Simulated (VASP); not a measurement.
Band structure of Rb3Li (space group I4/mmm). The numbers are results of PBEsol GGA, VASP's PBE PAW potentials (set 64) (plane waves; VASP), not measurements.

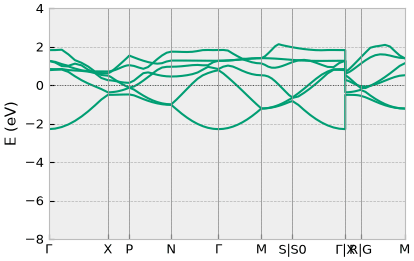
Figure. Bands along high-symmetry lines, zero at the valence-band maximum or, without a gap, the Fermi level

Q: Read the plot: is there a gap, and where are the band edges?

A: It has no gap at this level: it comes out as a metal or semimetal. (Edges off the drawn lines would not show.)

The structure comes from a computed database's Rb3Li entry (I4/mmm); how it stands against other phases isn't given here. It was relaxed first.
